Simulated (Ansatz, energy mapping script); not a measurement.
**CrBr2: exchange couplings from total energies**

How strongly do the moments of CrBr2 couple under PBEsol+U (4.38 eV)? The plan is to run several orders and fit a Heisenberg model.

Program: Ansatz 0.2.0. Level of theory: PBEsol with U = 4.38 eV on Cr d, ortho-atomic projectors; plane waves, U on orthogonalised atomic orbitals unless named otherwise, collinear spin, no spin–orbit coupling. Results are calculated unless marked as measured.

**1. The structure**

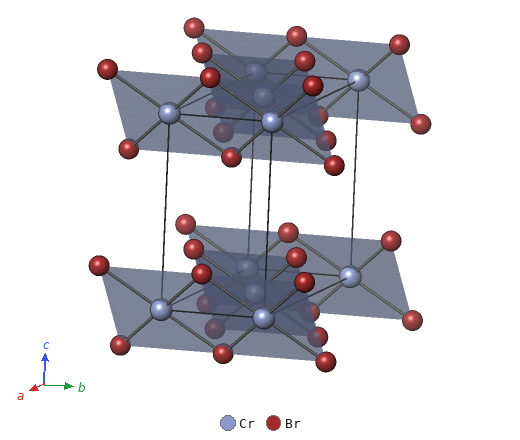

Start, viewed slightly off an axis; chromium light blue, bromine red. This picture shows the conventional cell, with its axes. Some periodic images of atoms are drawn too.

The cell comes from a database of computed structures, and need not be the one that the compound takes in experiment.

A Hubbard U penalises fractional filling of the shell. It raises the cost of virtual hops to the neighbours, so couplings that rest on such hops usually weaken.

**2. A run to fix the orbital filling**

A corrected shell can settle in several orbital fillings. One parallel run, with an occupation width a fifth wider than the orders use, therefore is to supply the occupation matrices. All orders start from them.

File input.yaml:

```yaml
crystal:
  lattice:
    - [3.744669, -1.831055, 0.0]
    - [3.744669, 1.831055, 0.0]
    - [-0.726847, 0.0, 6.465946]
  atoms:
    - { symbol: Cr, position: [0.0, 0.0, 0.0], spin: 3.0 }
    - { symbol: Br, position: [0.645774, 0.645774, 0.233228] }
    - { symbol: Br, position: [0.354226, 0.354226, 0.766772] }
magnetization:
  spin_polarized: true
kpoints:
  mp_grid: { grid: [8, 8, 5] }
hamiltonian:
  xc: pbesol
  hubbard:
    sites: [{ species: Cr, l: d, u_eff: 4.38 }]
    projectors: ortho-atomic
scf:
  occupations: { method: fermi_dirac, width: 0.06 }
output:
  eigenvalues: true
```

Run with:

```sh
ansatz run input.yaml --threads 4 --pin off --max-ram 8192MiB --backend cpu --events-out ev --progress --plain --runs-dir out
```

Numbers of over 12 decimals in the logs are rounded to 6 here.

The log of the run:

```text
Engine: ansatz 0.2.0, aarch64-unknown-linux-gnu
Pseudopotentials: kind: paw
Pseudopotential: Cr, paw, valence charge 14, recommended cutoff 420 eV (normal), Cr.paw.azcp
Pseudopotential: Br, paw, valence charge 7, recommended cutoff 420 eV (normal), Br.paw.azcp
Functional definition: PBEsol
  exchange = pbesol_x
  correlation = pbesol_c
Crystal: 3 atoms, lattice volume = 88.670 Å³
Basis set: ecut = 420 eV, 1723 PW (Γ)
Bands: 20, of which v1, the nominal top of the filled ones, is band 14 counted from 1 (13 counted from 0)
Symmetry: 4 space group operations
Space group: C2/m (ITA 12), of the structure as read, at distance tolerance 4.5e-5 Å
Magnetic group: BNS 12.58 (UNI 65), of the structure as read, at distance tolerance 4.5e-5 Å
k-points: 93 of 320
Non-local potential: Cr, projectors of the file, l = 0: 3, l = 1: 2, l = 2: 3, l = 3: 1
Non-local potential: Br, projectors of the file, l = 0: 2, l = 1: 2, l = 2: 2
PAW form: soft (Blöchl's): semilocal exchange-correlation on the pseudo side does not see the compensation charge
PAW frozen core: Cr, regenerated for the run's functional, and the local potential with it (the file was generated under x = pbe(κ = 0.804, μ = 0.219515), c = pbe(β = 0.066725))
PAW frozen core: Br, regenerated for the run's functional, and the local potential with it (the file was generated under x = pbe(κ = 0.804, μ = 0.219515), c = pbe(β = 0.066725))
PAW one-centre angular grid: Cr, 590 points (default); XC on 64 Gauss nodes
PAW one-centre angular grid: Br, 110 points (default); XC on 64 Gauss nodes
Initial density: superposition of atomic densities (chi_scale 0.1, normalization cell, long waves kept (reshape's long-wave potential 0.18 eV rms))
Starting moments: Σ|m| = 3 μB on 1 of 3 sites
Initial wavefunctions: pseudopotential atomic-orbital guess
Functional: x = pbesol(κ = 0.804, μ = 0.123457), c = pbesol(β = 0.046)
SCF iter   1: F=—  HF=-8822.649041 eV  |F-HF|=—  |Δ(HF+E_count)|=         —  Δρ=7.46e-2 (↑7.46e-2 ↓1.99e-2)  dr2=1.02e1  dr2_m=1.22e0  M=4.000 μB ∫|m|=4.623 μB  β_m=1.00  ethr=3.10e-3  ⟨swp⟩=6.2  Hψ=18207  notcnv=0
preconditioner: auto → Kerker (q_TF=auto, 2.251 Å⁻¹)  [metal: Δε(μ)=0.111 eV  Ē_g=9.057 eV  σ=0.060 eV  W_gap=0.43  n_scr=22 (ndim 8)  ℏωp=17.6 eV  f_vac=0.077  D(μ)=0.38/eV (n_scr^D=0)]
spin=Collinear: Kerker preconditioning applied to the charge; magnetization (m = ρ↑ − ρ↓) channel mixes plain (no charge-response kernel on spin).
SCF iter   2: F=—  HF=-8821.807732 eV  |F-HF|=—  |Δ(HF+E_count)|=   8.41e-1  Δρ=1.65e-2 (↑1.65e-2 ↓1.12e-2)  dr2=2.02e0  dr2_m=2.86e-2  M=4.000 μB ∫|m|=4.671 μB  β_m=1.00  ethr=3.10e-3  ⟨swp⟩=2.8  Hψ=8833  notcnv=0  defer=183
[...]
SCF iter  19: F=-8822.390298 eV  HF=-8822.390298 eV  |F-HF|=3.86e-8  |Δ(HF+E_count)|=   3.29e-9  Δρ=7.28e-6 (↑7.28e-6 ↓1.47e-6)  dr2=6.47e-8  dr2_m=8.14e-9  M=4.000 μB ∫|m|=4.373 μB  β_m=0.95  ethr=3.57e-10  ⟨swp⟩=5.5  Hψ=14188  notcnv=0
SCF iter  20: F=-8822.390298 eV  HF=-8822.390298 eV  |F-HF|=1.33e-9  |Δ(HF+E_count)|=   1.98e-9  Δρ=1.10e-6 (↑1.10e-6 ↓3.28e-7)  dr2=1.54e-9  dr2_m=1.97e-10  M=4.000 μB ∫|m|=4.373 μB  ethr=2.31e-10  ⟨swp⟩=1.0  Hψ=10428  notcnv=0
SCF 1 converged in 20 iterations: F = -8822.390298 eV  dr2 = 1.54e-9
[...]
Symmetry: 2 space group operations
k-points: 162 of 320
[...]
Starting moments: Σ|m| = 3 μB on 1 of 3 sites; this step starts from the density that it was given
[...]
spin=Collinear: Resta preconditioning applied to the charge; magnetization (m = ρ↑ − ρ↓) channel mixes plain (no charge-response kernel on spin).
an SCF along what the orbitals of the run's state read of its open shells (or to have them read: on a GPU, or by another smearing), with 2 of the crystal's symmetry operations given up (162 k-points in place of 93), reached no lower state that the run goes on to. This is no proof of a minimum
SCF converged after 20 iterations
an eigenvalue changed by more than its tolerance at an iteration that met the thresholds in force, so the SCF went on 1 time: the last check found none over its tolerance
Magnetization: 4.0000 μB (16.0000 up, 12.0000 down)
Absolute magnetization: 4.3697 μB (∫|ρ↑−ρ↓|, with the PAW one-centre terms)
Spin contamination: 0.0632 ħ² per cell (⟨S²⟩ above its minimum at these occupations)
Per-site moments (μB) at R_I (Å): [(3.607041, 1.049847), (-0.065148, 1.049847), (-0.065148, 1.049847)]
Free energy (F): -8822.390298 eV
Harris-Foulkes:  -8822.390298 eV  (|F-HF|=1.33e-9)
Internal energy: -8822.390298 eV  (E = F + TS)
E sigma→0 (E₀):  -8822.390298 eV
Entropy (-TS):   -0.000000 eV (-0.000 meV/atom)
Fermi energy:    4.215539 eV
--- Per-component energies (eV) ---
  E_band       = -387.068610
  E_kinetic    = 606.424559
  E_local      = -3153.877304  (includes V_loc(G=0)·N_el)
  E_nonlocal   = 228.538116
  E_hartree    = 1294.559096
  E_xc         = -658.180100
  E_vxc        = -380.541808  (∫ρ·V_xc dr)
  E_hubbard    = 1.179287  (on-site DFT+U / exact-exchange correction)
  E_vhub       = -7.804307  (the Hubbard potential's part of the band-sum identity)
  E_paw        = -5578.042518  (= ΣΔE_a)
  E_vpaw       = -268.925023  (= ΣTr[D̂ρ^β])
  E_aug_tail   = 0.000340  (compensation charges beyond the density's cutoff)
  E_ewald      = -1563.336315
  E_core_change = 0.344540  (= ΣΔE_core)
  E_smearing   = -0.000000  (= −TS)
  E_closure    = 0.000000  (closes the sum)
  Σ components = -8822.390298   (vs F -8822.390298, Δ=0.00e0)
--- Band table (eV; the first three rows and the last of 186) ---
  k-point 0 ↑: bands = [... 10 lower, 1.1095, 1.6076, 2.2532, 2.2797, 2.3649, 3.3012, 5.6462, 6.9363, ... 2 higher]
  k-point 1 ↑: bands = [... 10 lower, 1.1116, 1.5804, 2.0868, 2.2324, 2.2667, 3.3253, 5.6726, 7.3238, ... 2 higher]
  k-point 2 ↑: bands = [... 10 lower, 1.1153, 1.4114, 1.7722, 2.1987, 2.2303, 3.3585, 5.7151, 8.0343, ... 2 higher]
  k-point 92 ↓: bands = [... 10 lower, 1.8656, 1.8979, 7.5402, 8.0940, 9.0084, 9.1061, 9.1661, 9.3438, ... 2 higher]
Occupation matrices written to <dir>
```

Wall time 11 s (4 threads of Arm Neoverse V2, shared host); peak memory 1.2 GiB; 41 s of CPU time.

Numbers from this step:

| Quantity | Value |
| --- | --- |
| final state | ferromagnetic |
| electrons in the corrected shells | 4.641 e |
| largest moment | 3.607 μB |

**3. Order 1: parallel, cell A of 6 atoms**

The parallel order is the zero of energy for this cell and mesh.

File input.yaml:

```yaml
crystal:
  lattice:
    - [3.744669, -1.831055, 0.0]
    - [0.726847, 0.0, -6.465946]
    - [3.744669, 5.493165, 0.0]
  atoms:
    - { symbol: Cr, position: [0.0, 0.0, 0.0], spin: 3.0 }
    - { symbol: Cr, position: [0.5, 0.0, 0.5], spin: 3.0 }
    - { symbol: Br, position: [0.968661, 0.766772, 0.322887] }
    - { symbol: Br, position: [0.468661, 0.766772, 0.822887] }
    - { symbol: Br, position: [0.531339, 0.233228, 0.177113] }
    - { symbol: Br, position: [0.031339, 0.233228, 0.677113] }
magnetization:
  spin_polarized: true
kpoints:
  mp_grid: { grid: [7, 5, 4] }
hamiltonian:
  xc: pbesol
  hubbard:
    sites:
      - { species: Cr, l: d, u_eff: 4.38 }
      - { site: 0, l: d, u_eff: 4.38, starting_ns: [{ spin: up, occupation_matrix: cr1_major }, { spin: down, occupation_matrix: cr1_minor }] }
      - { site: 1, l: d, u_eff: 4.38, starting_ns: [{ spin: up, occupation_matrix: cr1_major }, { spin: down, occupation_matrix: cr1_minor }] }
    projectors: ortho-atomic
    occupation_matrices:
      cr1_major:
        matrix:
          - [0.994, 0.001, 0.0, 0.0, 0.0]
          - [0.001, 0.989, 0.0, -0.004, 0.0]
          - [0.0, 0.0, 0.532, 0.0, 0.282]
          - [0.0, -0.004, 0.0, 0.991, 0.0]
          - [0.0, 0.0, 0.282, 0.0, 0.823]
      cr1_minor:
        matrix:
          - [0.03, -0.006, 0.0, 0.003, 0.0]
          - [-0.006, 0.041, 0.0, 0.011, 0.0]
          - [0.0, 0.0, 0.13, 0.0, -0.063]
          - [0.003, 0.011, 0.0, 0.044, 0.0]
          - [0.0, 0.0, -0.063, 0.0, 0.067]
scf:
  occupations: { method: fermi_dirac, width: 0.05 }
output:
  eigenvalues: true
```

The log of the run:

```text
[...]
Crystal: 6 atoms, lattice volume = 177.340 Å³
Basis set: ecut = 420 eV, 3447 PW (Γ)
Bands: 38, of which v1, the nominal top of the filled ones, is band 28 counted from 1 (27 counted from 0)
Symmetry: 4 space group operations
[...]
k-points: 71 of 140
[...]
Starting moments: Σ|m| = 6 μB on 2 of 6 sites
[...]
SCF iter   1: F=—  HF=-17645.748854 eV  |F-HF|=—  |Δ(HF+E_count)|=         —  Δρ=6.15e-2 (↑6.15e-2 ↓2.01e-2)  dr2=1.26e1  dr2_m=1.95e0  M=8.000 μB ∫|m|=8.802 μB  β_m=1.00  ethr=3.10e-3  ⟨swp⟩=9.0  Hψ=25143  notcnv=0  defer=7
[...]
SCF iter  12: F=-17644.780614 eV  HF=-17644.780614 eV  |F-HF|=1.08e-7  |Δ(HF+E_count)|=   2.56e-6  Δρ=4.26e-6 (↑2.39e-6 ↓4.26e-6)  dr2=3.97e-8  dr2_m=1.28e-8  M=8.000 μB ∫|m|=8.746 μB  ethr=1.79e-10  ⟨swp⟩=7.9  Hψ=25252  notcnv=0
SCF 1 converged in 12 iterations: F = -17644.780614 eV  dr2 = 3.97e-8
[...]
SCF converged after 12 iterations
Magnetization: 8.0000 μB (32.0000 up, 24.0000 down)
Absolute magnetization: 8.7392 μB (∫|ρ↑−ρ↓|, with the PAW one-centre terms)
[...]
Per-site moments (μB) at R_I (Å): [(3.607070, 1.049847), (3.607070, 1.049847), (-0.065167, 1.049847), (-0.065167, 1.049847), (-0.065167, 1.049847), (-0.065167, 1.049847)]
Free energy (F): -17644.780614 eV
[...]
Internal energy: -17644.780614 eV  (E = F + TS)
E sigma→0 (E₀):  -17644.780614 eV
Fermi energy:    4.222485 eV
[...]
--- Specified on-site occupations, and those of the state reported ---
  electrons in the specified blocks: 9.2820 specified, 9.2812 found
  site 1 (l=d) ↓: largest change of an orbital's occupation 0.0008; electrons 0.3120 specified, 0.3117 found; spectral distance 0.0010
[...]
site 0 (l=d) ↑: largest change of an orbital's occupation 0.0005; electrons 4.3290 specified, 4.3289 found; spectral distance 0.0006
[...]
--- Band table (eV; the first three rows and the last of 142) ---
  k-point 0 ↑: bands = [... 24 lower, 1.6055, 1.6076, 1.6815, 2.2532, 2.2797, 2.3649, 3.3012, 3.3249, ... 6 higher]
  k-point 1 ↑: bands = [... 24 lower, 1.4388, 1.6812, 2.0327, 2.0491, 2.2631, 2.5114, 3.1572, 3.2538, ... 6 higher]
  k-point 2 ↑: bands = [... 24 lower, 1.7243, 1.7243, 2.0106, 2.0106, 2.4903, 2.4903, 3.0798, 3.0798, ... 6 higher]
  k-point 70 ↓: bands = [... 24 lower, 7.8527, 7.9281, 8.0454, 8.2621, 8.6139, 8.7789, 8.9984, 9.0101, ... 6 higher]
Occupation matrices written to <dir>
```

It took 17 s on 4 threads; peak memory 1.1 GiB.

Spin moment in the sphere by atom:

```
atom  spin moment in the sphere (μB)
 Cr1                            3.61
 Cr2                            3.61
 Br3                           -0.07
 Br4                           -0.07
 Br5                           -0.07
 Br6                           -0.07
```

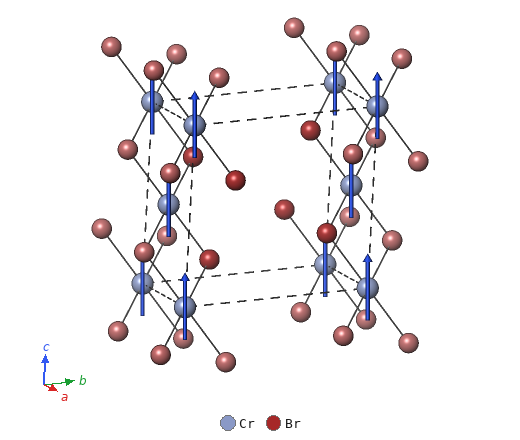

Spin moment in the sphere as arrows, the longest 3.61 μB. Up and down stand for the sign. Arrows give size and sign along the axis of quantisation, drawn up and down the page. Some periodic images of atoms are drawn too.

The run ends ferromagnetic.

**4. Run 2 (compensated +−; cell A, 6 atoms)**

This order reverses 2 of the 2 neighbours at 3.66 Å, 2 of the 4 neighbours at 4.17 Å and 0 of the 2 neighbours at 6.51 Å, counted for an average magnetic atom.

Edit input.yaml of step 3 so:

```diff
@@ -7,3 +7,3 @@
     - { symbol: Cr, position: [0.0, 0.0, 0.0], spin: 3.0 }
-    - { symbol: Cr, position: [0.5, 0.0, 0.5], spin: 3.0 }
+    - { symbol: Cr, position: [0.5, 0.0, 0.5], spin: -3.0 }
     - { symbol: Br, position: [0.968661, 0.766772, 0.322887] }
@@ -22,3 +22,3 @@
       - { site: 0, l: d, u_eff: 4.38, starting_ns: [{ spin: up, occupation_matrix: cr1_major }, { spin: down, occupation_matrix: cr1_minor }] }
-      - { site: 1, l: d, u_eff: 4.38, starting_ns: [{ spin: up, occupation_matrix: cr1_major }, { spin: down, occupation_matrix: cr1_minor }] }
+      - { site: 1, l: d, u_eff: 4.38, starting_ns: [{ spin: up, occupation_matrix: cr1_minor }, { spin: down, occupation_matrix: cr1_major }] }
     projectors: ortho-atomic
```

The log of the run:

```text
[...]
Crystal: 6 atoms, lattice volume = 177.340 Å³
Basis set: ecut = 420 eV, 3447 PW (Γ)
Bands: 38, of which v1, the nominal top of the filled ones, is band 28 counted from 1 (27 counted from 0)
Symmetry: 2 space group operations
[...]
k-points: 71 of 140
[...]
Starting moments: Σ|m| = 6 μB on 2 of 6 sites
Starting magnetic order: antiferromagnet; a translation exchanges its spin sublattices: spin-degenerate at every k-point
[...]
the translation (0.5, 0, 0.5) carries every atom to within crystal.symmetry.tolerance of an atom of its element with the starting moment reversed, but both spin channels are solved: the dense FFT box has an odd point count along it
SCF iter   1: F=—  HF=-17645.765548 eV  |F-HF|=—  |Δ(HF+E_count)|=         —  Δρ=4.55e-2 (↑4.55e-2 ↓4.55e-2)  dr2=1.27e1  dr2_m=1.90e0  M=-0.000 μB ∫|m|=8.683 μB  β_m=1.00  ethr=3.10e-3  ⟨swp⟩=7.8  Hψ=24747  notcnv=0  defer=38
[...]
SCF iter  14: F=-17644.776347 eV  HF=-17644.776347 eV  |F-HF|=1.65e-8  |Δ(HF+E_count)|=   3.20e-8  Δρ=1.96e-6 (↑1.90e-6 ↓1.96e-6)  dr2=2.44e-8  dr2_m=2.12e-9  M=0.000 μB ∫|m|=8.638 μB  ethr=1.25e-11  ⟨swp⟩=1.4  Hψ=15684  notcnv=0
SCF 1 converged in 14 iterations: F = -17644.776347 eV  dr2 = 2.44e-8
[...]
SCF converged after 14 iterations
[...]
Magnetization: 0.0000 μB (28.0000 up, 28.0000 down)
Absolute magnetization: 8.6275 μB (∫|ρ↑−ρ↓|, with the PAW one-centre terms)
[...]
Per-site moments (μB) at R_I (Å): [(3.595481, 1.049847), (-3.595479, 1.049847), (-0.00717829, 1.049847), (0.00717895, 1.049847), (0.00717895, 1.049847), (-0.00717829, 1.049847)]
Free energy (F): -17644.776347 eV
[...]
Internal energy: -17644.776347 eV  (E = F + TS)
E sigma→0 (E₀):  -17644.776347 eV
Fermi energy:    4.123433 eV
[...]
--- Specified on-site occupations, and those of the state reported ---
  electrons in the specified blocks: 9.2820 specified, 9.2870 found
[...]
--- Band table (eV; the first three rows and the last of 142) ---
  k-point 0 ↑: bands = [... 24 lower, 2.2729, 2.3129, 2.3566, 3.0340, 5.6077, 6.9415, 8.1090, 8.1704, ... 6 higher]
  k-point 1 ↑: bands = [... 24 lower, 2.1169, 2.2609, 2.4931, 3.0540, 5.4745, 7.4928, 8.0370, 8.2336, ... 6 higher]
  k-point 2 ↑: bands = [... 24 lower, 2.0236, 2.1692, 2.5051, 3.0809, 5.3719, 7.7627, 8.2450, 8.3778, ... 6 higher]
  k-point 70 ↓: bands = [... 24 lower, 1.8632, 1.9964, 2.1819, 2.9776, 5.2696, 7.8855, 8.1997, 8.5684, ... 6 higher]
Occupation matrices written to <dir>
```

The job ended after 23 s (4 threads; peak memory 1.1 GiB; 90 s of CPU time).

Spin moment in the sphere by atom:

```
atom  spin moment in the sphere (μB)
 Cr1                            3.60
 Cr2                           -3.60
 Br3                           -0.01
 Br4                            0.01
 Br5                            0.01
 Br6                           -0.01
```

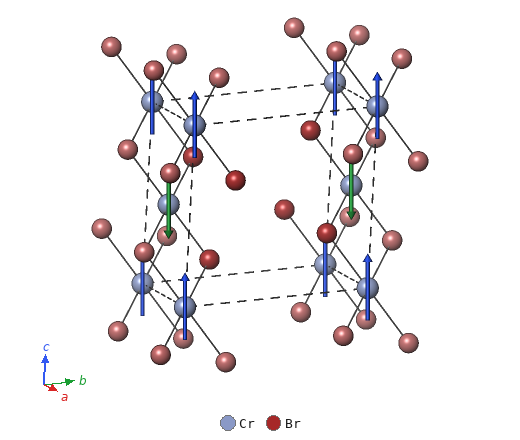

Spin moment in the sphere as arrows, the longest 3.60 μB. Up and down stand for the sign. Arrows give size and sign along the axis of quantisation, drawn up and down the page. The two directions have two colours. Some periodic images of atoms are drawn too.

The run ends antiferromagnetic, 2.13 meV a magnetic atom above the parallel order of its cell.

**5. Run 3 (parallel; cell B, 6 atoms)**

A new cell needs its own zero of energy.

This run holds the same structure in another cell (a 4.168 → 3.662 Å, b 6.507 → 7.367 Å, c 6.648 → 7.489 Å, α 86.4 → 114.2°, β 81.8 → 90.0°, γ 84.2 → 104.4°).

File input.yaml:

```yaml
crystal:
  lattice:
    - [0.0, -3.66211, 0.0]
    - [-3.017822, 1.831055, -6.465946]
    - [7.489338, 0.0, 0.0]
  atoms:
    - { symbol: Cr, position: [0.0, 0.0, 0.0], spin: 3.0 }
    - { symbol: Cr, position: [0.5, 0.0, 0.5], spin: 3.0 }
    - { symbol: Br, position: [0.883386, 0.766772, 0.52916] }
    - { symbol: Br, position: [0.383386, 0.766772, 0.02916] }
    - { symbol: Br, position: [0.616614, 0.233228, 0.97084] }
    - { symbol: Br, position: [0.116614, 0.233228, 0.47084] }
magnetization:
  spin_polarized: true
kpoints:
  mp_grid: { grid: [8, 8, 4] }
hamiltonian:
  xc: pbesol
  hubbard:
    sites:
      - { species: Cr, l: d, u_eff: 4.38 }
      - { site: 0, l: d, u_eff: 4.38, starting_ns: [{ spin: up, occupation_matrix: cr1_major }, { spin: down, occupation_matrix: cr1_minor }] }
      - { site: 1, l: d, u_eff: 4.38, starting_ns: [{ spin: up, occupation_matrix: cr1_major }, { spin: down, occupation_matrix: cr1_minor }] }
    projectors: ortho-atomic
    occupation_matrices:
      cr1_major:
        matrix:
          - [0.994, 0.001, 0.0, 0.0, 0.0]
          - [0.001, 0.989, 0.0, -0.004, 0.0]
          - [0.0, 0.0, 0.532, 0.0, 0.282]
          - [0.0, -0.004, 0.0, 0.991, 0.0]
          - [0.0, 0.0, 0.282, 0.0, 0.823]
      cr1_minor:
        matrix:
          - [0.03, -0.006, 0.0, 0.003, 0.0]
          - [-0.006, 0.041, 0.0, 0.011, 0.0]
          - [0.0, 0.0, 0.13, 0.0, -0.063]
          - [0.003, 0.011, 0.0, 0.044, 0.0]
          - [0.0, 0.0, -0.063, 0.0, 0.067]
scf:
  occupations: { method: fermi_dirac, width: 0.05 }
output:
  eigenvalues: true
```

The log of the run:

```text
[...]
Crystal: 6 atoms, lattice volume = 177.340 Å³
Basis set: ecut = 420 eV, 3457 PW (Γ)
Bands: 38, of which v1, the nominal top of the filled ones, is band 28 counted from 1 (27 counted from 0)
Symmetry: 8 space group operations
[...]
k-points: 78 of 256
[...]
Starting moments: Σ|m| = 6 μB on 2 of 6 sites
[...]
k-point 0 ↑: bands = [... 24 lower, 1.6854, 1.8394, 1.9350, 2.2532, 2.2797, 2.3649, 3.2152, 3.3012, ... 6 higher]
  k-point 1 ↑: bands = [... 24 lower, 1.8258, 1.9406, 2.0549, 2.2173, 2.3073, 2.3745, 3.0038, 3.0152, ... 6 higher]
  k-point 2 ↑: bands = [... 24 lower, 2.1059, 2.1059, 2.1877, 2.1877, 2.3739, 2.3739, 2.6403, 2.6403, ... 6 higher]
  k-point 77 ↓: bands = [... 24 lower, 8.0331, 8.0331, 8.3084, 8.3084, 8.6870, 8.6870, 8.8874, 8.8874, ... 6 higher]
Occupation matrices written to <dir>
[key lines of the parts left out:]
SCF converged after 12 iterations
Magnetization: 8.0000 μB (32.0000 up, 24.0000 down)
Free energy (F): -17644.780579 eV
Fermi energy:    4.217476 eV
```

Elapsed: 14 s, on 4 threads; peak memory 1.1 GiB.

The run ends ferromagnetic. For each magnetic atom its energy differs from the parallel run of the first cell by 0.02 meV, an error that one common reference would have brought in.

[end of part 1 of 2]

[Logs and program files are shortened in this print: banners, set-up blocks, solver, clock and traceback lines can be left out without a mark of their own.]

[Logs are printed without paths, hosts, clocks, repeated set-up lines and the standing remarks that a program may print on its own settings, such as how far it seeks lower states.]

[Hosts, paths, dates, database ids (printed as entryN), source tags and the programs' standing remarks are cut or masked in the printed files.]

[Where a cell is said to come from a database of computed structures, the database is the Materials Project.]
